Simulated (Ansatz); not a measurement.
# 2H-VSSe monolayer in a perpendicular field, part 3 of 3

What dipole does a perpendicular field induce in the 2H-VSSe monolayer? A positive field points along +c.

Ansatz 0.2.0; plane-wave DFT, PBE-D3(BJ), Ansatz PAW.

So far, work function, upper face (eV): step 3 (atoms held, field 0) 5.77.

## 5. Single point, field -0.1 V/Å

File input.yaml:

```yaml
crystal:
  lattice:
    - [3.2188412086, 0.0, 0.0]
    - [-1.6094206043, 2.7875982574, 0.0]
    - [0.0, 0.0, 21.0860699138]
  atoms:
    - { symbol: Se, position: [0.3333333333, 0.6666666667, 0.4268220696], spin: -0.05 }
    - { symbol: V, position: [0.0, 0.0, 0.5056850559], spin: 0.75 }
    - { symbol: S, position: [0.3333333333, 0.6666666667, 0.5731779304] }
magnetization:
  spin_polarized: true
kpoints:
  mp_grid: { grid: [18, 18, 1] }
  band_path:
    path: [[0, 0, 0], [0.5, 0, 0], [0.33333333, 0.33333333, 0], [0, 0, 0]]
    npoints: 16
hamiltonian:
  xc: pbe
  dispersion: d3bj
scf:
  occupations: { method: fermi_dirac, width: 0.02585 }
  convergence: { dr2_threshold: 1.0e-10 }
efield:
  axis: 3
  dipole_correction: true
  ramp_position: 0.97
  ramp_width: 0.06
  amplitude: -0.1
output:
  write_potential: true
  write_density: true
  volumetric_format: npy
```

Run with:

```
ansatz run input.yaml --threads 2 --pin off --max-ram 3072MiB --backend cpu --events-out ev --progress --plain --runs-dir out
```

Numbers of over 12 decimals in the logs are rounded to 6 here.

What it wrote:

```text
[...]
Crystal: 3 atoms, lattice volume = 189.202 Å³
Basis set: ecut = 420 eV, 3779 PW (Γ)
Bands: 22, of which v1, the nominal top of the filled ones, is band 18 counted from 1 (17 counted from 0)
Symmetry: 6 space group operations
k-points: 37 of 324 (time reversal used)
[...]
Starting moments: Σ|m| = 0.8 μB on 2 of 3 sites
[...]
k-point 0 ↑: bands = [... 14 lower, -2.8379, -1.8844, -1.8844, -1.0207, 1.5219, 1.5219, 1.8276, 1.8276]
  k-point 1 ↑: bands = [... 14 lower, -2.8459, -1.9327, -1.9091, -1.0350, 1.4171, 1.5291, 1.6030, 1.7870]
  k-point 2 ↑: bands = [... 14 lower, -2.9422, -2.0552, -1.9927, -1.0937, 1.1021, 1.2235, 1.4373, 1.7838]
  k-point 36 ↓: bands = [... 14 lower, -4.2887, -4.1799, -2.4647, -0.3292, 0.7921, 1.4917, 1.7739, 2.7186]
[key lines of the parts left out:]
SCF converged after 14 iterations
Magnetization: 0.9639 μB (17.9819 up, 17.0181 down)
Free energy (F): -9286.876360 eV
Fermi energy:    -1.037721 eV
Dipole field:    D = -0.045648 V/Å  (p = -0.047729 e·Å, saw-weighted, corrected)
```

Run time: 21 s. Hardware: 2 threads of Intel Xeon Platinum 8375C at 2.90GHz (Ice Lake), shared host; peak memory 0.73 GiB; 41 s of CPU time.

The dipole is -0.0477 e·Å, -0.0263 e·Å from its value without field.

## 6. Response, atoms held

This step: plane-wave DFT, PBE-D3(BJ), Ansatz PAW; response to a field along the normal, atoms held (Ansatz 0.2.0).

The dipoles give the slope, and the difference of two potentials shows where the field is screened.

This step gave:

| Item | Value |
| --- | --- |
| equivalent conductor thickness p/(ε₀AE) | 5.299 Å |
| distance between the outer atoms | 3.086 Å |

Table of dipole of the cell by applied field:

```csv
applied field (V/Å),dipole of the cell (e·Å)
-0.1000,-0.0477
0.0000,-0.0215
0.1000,0.00482
```

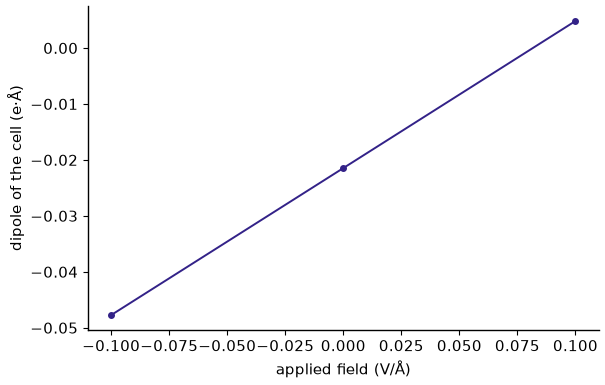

Dipole of the cell against applied field.

The total moment by applied field:

```csv
applied field (V/Å),total moment (μB)
-0.1000,0.964
0.0000,0.960
0.1000,0.957
```

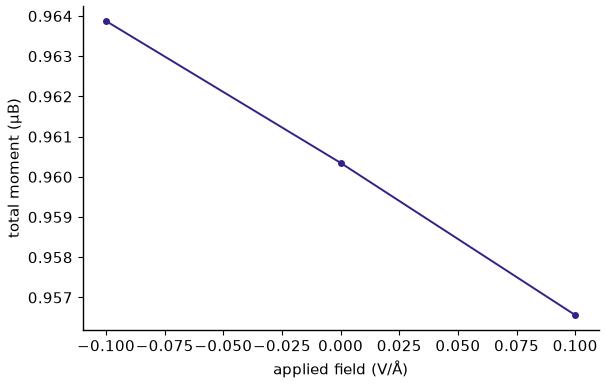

Total moment, plotted against applied field.

Local field over the applied field, running mean. From the potentials at -0.1 and 0.1 V/Å; running mean over 2.5 Å. Table of local field over applied field by z:

```csv
z (Å),local field over applied field
5,0.995
6,0.960
7,0.778
8,0.436
9,0.130
10,0.0379
11,0.0364
12,0.128
13,0.447
14,0.792
15,0.966
16,0.996
```

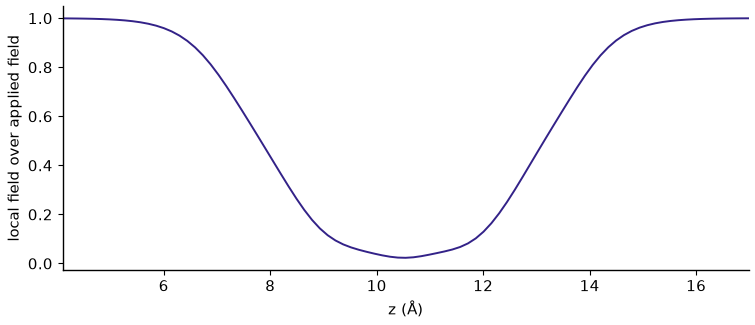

Local field over applied field against z.

The induced electron density oscillates, so the rows of the table below give means over windows of 1 Å about each position, cut where the curve ends. Its maxima inside the range that stand out by 2 % of the span (Å: e/Å³ per V/Å): 7.9: 0.00366, 10.8: 0.00108, 12.2: -4.9e-4. Its minima: 10.1: -0.00132, 11.7: -0.00107, 13.0: -0.00388.

Electrons, planar mean, per unit field. Induced electron density against z; means over each step:

```csv
z (Å),induced electron density (e/Å³ per V/Å)
5,2.6e-5
6,2.3e-4
7,0.00143
8,0.00300
9,8.7e-4
10,-5.4e-4
11,5.7e-4
12,-8.6e-4
13,-0.00320
14,-0.00133
15,-1.8e-4
16,-2.0e-5
```

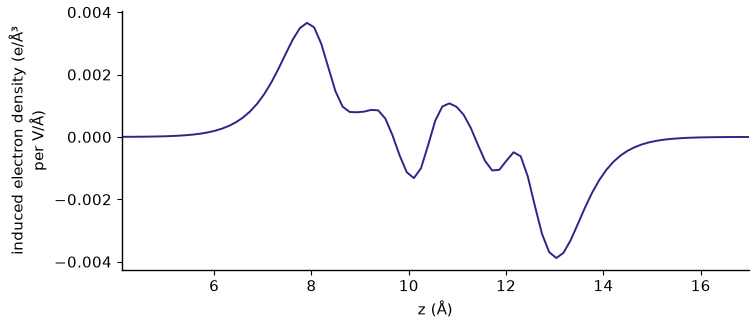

Induced electron density, plotted against z.

By hand: between -0.1 and 0.1 V/Å the dipole changes by 0.05255 e·Å, a slope of 0.2627 e·Å²/V. A perfect conductor of thickness t has p = ε₀AEt, so t = 180.95 × 0.2627 / 8.973 = 5.30 Å (e/ε₀ = 180.95 V·Å, A in Å²).

The induced dipole is that of a conductor 5.30 Å thick.

## 7. Summary of results

| Property | Result |
| --- | --- |
| gap without field | none |
| work function, upper face | 5.77 eV |
| step between the vacuum levels | 0.433 eV |
| equivalent conductor thickness, atoms held | 5.30 Å |

In words: The induced dipole equals that of a perfect conductor 5.30 Å thick, while the outer atoms lie 3.09 Å apart. The two faces differ: the vacuum level above lies 0.43 eV higher than the one below. There is no gap over 0.03 eV, with or without the field. For an open d or f shell that can be the fault of a semilocal functional without a Hubbard term. The magnetic order is the one reached from the typed start; other orders were not compared. Spin-orbit coupling is left out.

[Logs are printed without paths, hosts, clocks, repeated set-up lines and the standing remarks that a program may print on its own settings, such as how far it seeks lower states.]

[Hosts, paths, dates, database ids (printed as entryN), source tags and the programs' standing remarks are cut or masked in the printed files.]

[Maps of the electrostatic potential energy from Ansatz leave out the sawtooth potential of an applied field or a dipole correction, so their vacuum need not be flat; planar profiles and work functions include it.]
